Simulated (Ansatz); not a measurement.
## B₂HClO: geometry relaxation

B₂HClO, SMILES ClB1BO1, computed with RHF/def2-SVP (Ansatz 0.2.0).

Figures and captions count atoms from 1; the log counts them from 0 in places.

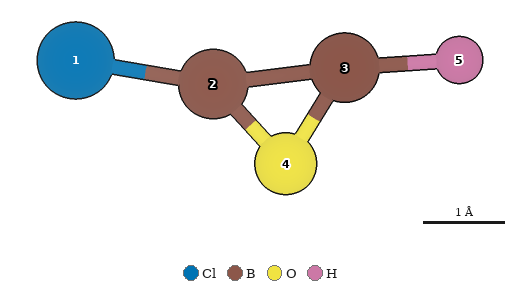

The input geometry (ball-and-stick view, seen on its broad side; atoms are numbered from 1 in the order of the input).

Summary

```csv
quantity,value
outcome,converged
total energy,−15894.9472 eV
SCF solution under orbital rotations,stable
largest force (length of the vector) at the end,0.057 eV/Å
dipole moment,1.10 D
hardware,"1 CPU thread, shared host"
wall time,7.5 s
peak memory,0.15 GiB
```

Input file
```yaml
crystal:
  periodic: [false, false, false]
  atoms:
    - {symbol: Cl, position_ang: [-2.358934, -0.573097, 0.238305]}
    - {symbol: B, position_ang: [-0.662134, -0.211596, 0.117138]}
    - {symbol: B, position_ang: [0.783949, 0.580283, 0.029005]}
    - {symbol: O, position_ang: [0.525539, -0.796185, -0.026491]}
    - {symbol: H, position_ang: [2.035621, 1.185550, -0.255920]}
basis:
  gaussian: {orbitals: def2-SVP}
hamiltonian: {xc: hf}
relax: {f_tol: 0.05, max_steps: 5, max_displacement: 0.5}
```

Launch command:
```bash
ansatz run in.yaml --threads 1 --pin off --events-out ev --progress --plain --max-ram 4352MiB
```

The program's output
```
Functional definition: HF
  name "HF"
  cite "Fock, Z. Phys. 61, 126 (1930) doi:10.1007/BF01340294"
  parent pbe
  exchange = exact_x
  correlation = 0
692 factors; integrals over basis functions are off by at most 4.5e-4 eV
mean field evaluation 1: about -15891.4082 eV, gradient 3.2e1 eV
mean field evaluation 2: about -15891.5962 eV, gradient 3.2e1 eV
mean field evaluation 4: about -15894.1334 eV, gradient 3.0e0 eV
mean field evaluation 8: about -15894.1966 eV, gradient 2.3e-1 eV
mean field -15894.19694826 eV, -584.1009643751 hartree, gradient 1.1e-5 eV, S^2 0.000000; 0 other end points of the search recorded, 0 dependent functions left out
the calculation of the forces begins
reference -15894.19694826 eV, -584.1009643751 hartree; 18, 18 occupied and 47, 47 virtual orbitals, 692 factors
relax step   1: F+E_penalty+E_count = -15894.19694826 eV  Δ(F+E_penalty+E_count) = +0.000e0 eV  max|allowed force component| = 3.300e0 eV/Å  Δτ_max = 0.0000 Å  (43 SCF iters, accepted)
these checks for a lower state are left out or cut short: starts, cluster_reference, orbital_swaps, neighbouring_geometries, increment
692 factors; integrals over basis functions are off by at most 4.0e-4 eV
mean field evaluation 16: about -15894.2896 eV, gradient 1.2e1 eV
mean field -15894.87870784 eV, -584.1260185775 hartree, gradient 1.0e-5 eV, S^2 0.000000; 0 other end points of the search recorded, 0 dependent functions left out
the calculation of the forces begins
reference -15894.87870784 eV, -584.1260185775 hartree; 18, 18 occupied and 47, 47 virtual orbitals, 692 factors
relax step   2: F+E_penalty+E_count = -15894.87870784 eV  Δ(F+E_penalty+E_count) = -6.818e-1 eV  max|allowed force component| = 1.204e0 eV/Å  Δτ_max = 0.2197 Å  (41 SCF iters, accepted)
these checks for a lower state are left out or cut short: starts, cluster_reference, orbital_swaps, neighbouring_geometries, increment
692 factors; integrals over basis functions are off by at most 3.9e-4 eV
mean field evaluation 32: about -15894.9234 eV, gradient 9.7e-6 eV
mean field -15894.92336192 eV, -584.1276595846 hartree, gradient 9.4e-6 eV, S^2 0.000000; 0 other end points of the search recorded, 0 dependent functions left out
the calculation of the forces begins
reference -15894.92336192 eV, -584.1276595846 hartree; 18, 18 occupied and 47, 47 virtual orbitals, 692 factors
relax step   3: F+E_penalty+E_count = -15894.92336192 eV  Δ(F+E_penalty+E_count) = -4.465e-2 eV  max|allowed force component| = 6.743e-1 eV/Å  Δτ_max = 0.0319 Å  (42 SCF iters, accepted)
these checks for a lower state are left out or cut short: starts, cluster_reference, orbital_swaps, neighbouring_geometries, increment
692 factors; integrals over basis functions are off by at most 3.8e-4 eV
mean field -15894.94580274 eV, -584.1284842696 hartree, gradient 9.3e-6 eV, S^2 0.000000; 0 other end points of the search recorded, 0 dependent functions left out
the calculation of the forces begins
reference -15894.94580274 eV, -584.1284842696 hartree; 18, 18 occupied and 47, 47 virtual orbitals, 692 factors
relax step   4: F+E_penalty+E_count = -15894.94580274 eV  Δ(F+E_penalty+E_count) = -2.244e-2 eV  max|allowed force component| = 2.542e-1 eV/Å  Δτ_max = 0.0425 Å  (42 SCF iters, accepted)
these checks for a lower state are left out or cut short: starts, cluster_reference, orbital_swaps, neighbouring_geometries, increment
692 factors; integrals over basis functions are off by at most 3.9e-4 eV
mean field -15894.94722826 eV, -584.1285366563 hartree, gradient 9.6e-6 eV, S^2 0.000000; 0 other end points of the search recorded, 0 dependent functions left out
the calculation of the forces begins
reference -15894.94722826 eV, -584.1285366563 hartree; 18, 18 occupied and 47, 47 virtual orbitals, 692 factors
relax step   5: F+E_penalty+E_count = -15894.94722826 eV  Δ(F+E_penalty+E_count) = -1.426e-3 eV  max|allowed force component| = 4.790e-2 eV/Å  Δτ_max = 0.0138 Å  (41 SCF iters, accepted)
692 factors; integrals over basis functions are off by at most 3.9e-4 eV
mean field evaluation 64: about -15894.8977 eV, gradient 2.8e0 eV
```

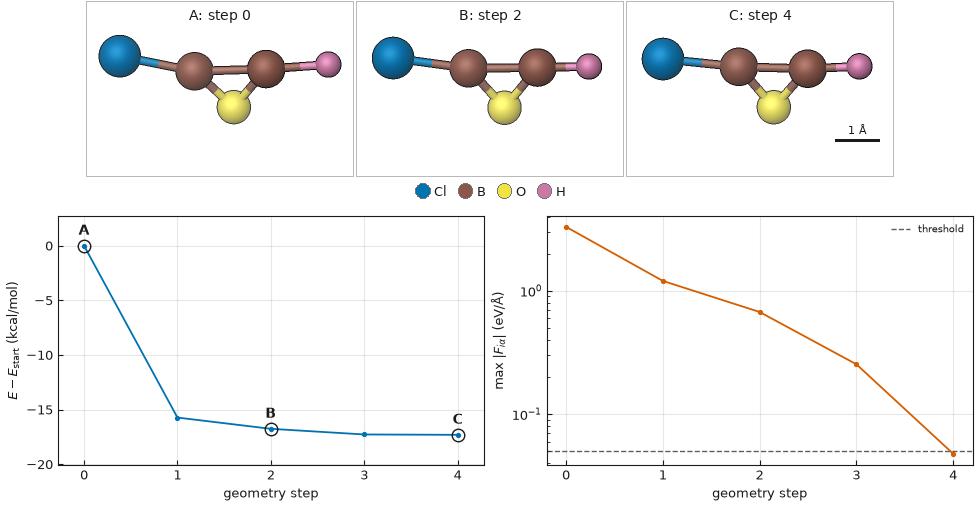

Frames of the relaxation (ball-and-stick view, seen at a tilt) above the curves, on which the letters mark them (the first geometry is step 0 here and step 1 in the log).

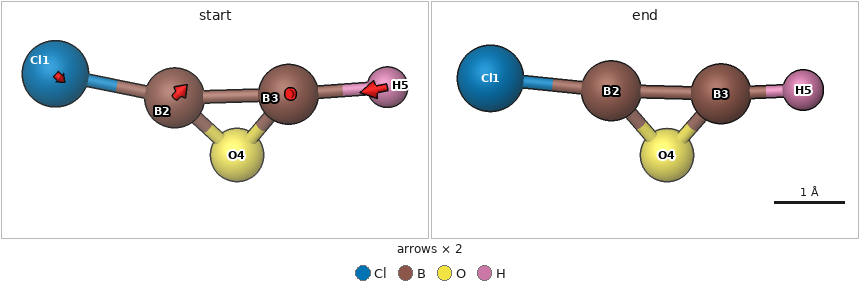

Before (left) and after (right) the relaxation, at one scale (ball-and-stick view, seen at a tilt). The red arrows give the displacements, magnified 2 times. After 4 geometry steps the energy has fallen by 17.3 kcal/mol. Largest force component: 3.3 eV/Å at the start, 0.048 eV/Å at the end. H5 moves most after the best rigid fit: 0.21 Å. By element the largest moves are H 0.21 Å, B 0.15 Å, Cl 0.10 Å, O 0.01 Å. Distances before and after: B3–H5 1.419 → 1.185 Å, B2–B3 1.651 → 1.574 Å, B3–O4 1.402 → 1.366 Å, B2–O4 1.332 → 1.354 Å. Among the angles that change: Cl1–B2–O4 141.9° → 130.5°, Cl1–B2–B3 163.3° → 174.5°, O4–B3–H5 125.0° → 130.8°. (Atoms are counted from 1 in the order of the input.)

```
mean field -15894.94722826 eV, -584.1285366563 hartree, gradient 1.0e-5 eV, S^2 0.000000; 1 other end points of the search recorded, 0 dependent functions left out
the calculation of the forces begins
reference -15894.94722826 eV, -584.1285366563 hartree; 18, 18 occupied and 47, 47 virtual orbitals, 692 factors
Total energy: -15894.94722826 eV, -584.1285366563 hartree
Atom 0 at    -2.266388    -0.594507     0.262815 Å, force     0.032884     0.007736    -0.011769 eV/Å
Atom 1 at    -0.618800    -0.072329     0.087188 Å, force    -0.016176    -0.012191     0.022547 eV/Å
Atom 2 at     0.822527     0.542093    -0.060643 Å, force     0.015577     0.047905    -0.017319 eV/Å
Atom 3 at     0.524468    -0.790536    -0.016844 Å, force    -0.030485    -0.047604     0.002652 eV/Å
Atom 4 at     1.862233     1.100234    -0.170479 Å, force    -0.001801     0.004154     0.003888 eV/Å
Dipole moment:     0.142783     0.179147    -0.017160 e Å
```

Trajectory as extended XYZ (Å, eV, eV/Å), 5 frames, from step=1 to step=5
```
5
Properties=species:S:1:pos:R:3:forces:R:3 step=1 energy=-15894.19695
Cl   -2.3589   -0.5731    0.2383    0.3577  -0.4273  -0.0470
B    -0.6621   -0.2116    0.1171    0.9368   2.2935   0.2298
B     0.7839    0.5803    0.0290    1.5692   0.0111  -1.1106
O     0.5255   -0.7962   -0.0265    0.4360  -0.3785  -0.0641
H     2.0356    1.1856   -0.2559   -3.2997  -1.4988   0.9919
5
Properties=species:S:1:pos:R:3:forces:R:3 step=2 energy=-15894.87871
Cl   -2.2885   -0.5538    0.2598    0.1207  -0.3106   0.0216
B    -0.6093   -0.1448    0.0994    0.4163   1.2040  -0.1623
B     0.8080    0.5805   -0.0690   -0.8550  -1.1855   0.2235
O     0.5570   -0.7908   -0.0211    0.0605  -0.0374  -0.0083
H     1.8569    1.0938   -0.1671    0.2576   0.3296  -0.0744
5
Properties=species:S:1:pos:R:3:forces:R:3 step=3 energy=-15894.92336
Cl   -2.2747   -0.5642    0.2667    0.0510  -0.1928  -0.0140
B    -0.6076   -0.1175    0.0830   -0.1034   0.5813   0.0093
B     0.8059    0.5653   -0.0663   -0.0787  -0.6743   0.0493
O     0.5450   -0.7966   -0.0173    0.0891   0.1207  -0.0140
H     1.8555    1.0979   -0.1641    0.0420   0.1651  -0.0305
5
Properties=species:S:1:pos:R:3:forces:R:3 step=4 energy=-15894.94580
Cl   -2.2659   -0.5886    0.2560    0.0363  -0.0078   0.0180
B    -0.6125   -0.0781    0.0981   -0.2542  -0.0191  -0.0201
B     0.8174    0.5457   -0.0591    0.1994  -0.0819   0.0018
O     0.5260   -0.7947   -0.0184    0.0503   0.0993  -0.0027
H     1.8590    1.1006   -0.1745   -0.0317   0.0095   0.0031
5
Properties=species:S:1:pos:R:3:forces:R:3 step=5 energy=-15894.94723
Cl   -2.2664   -0.5945    0.2628    0.0329   0.0077  -0.0118
B    -0.6188   -0.0723    0.0872   -0.0162  -0.0122   0.0225
B     0.8225    0.5421   -0.0606    0.0156   0.0479  -0.0173
O     0.5245   -0.7905   -0.0168   -0.0305  -0.0476   0.0027
H     1.8622    1.1002   -0.1705   -0.0018   0.0042   0.0039
```

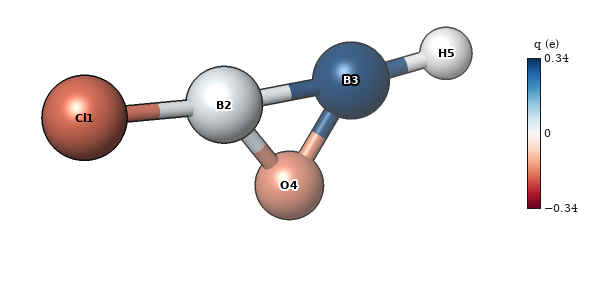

Mulliken charges, as the colour of each atom (ball-and-stick view, seen at a tilt; atoms are numbered from 1 in the order of the input). By element: Cl −0.18, B +0.03 to +0.33, O −0.16 and H 0.00 e.
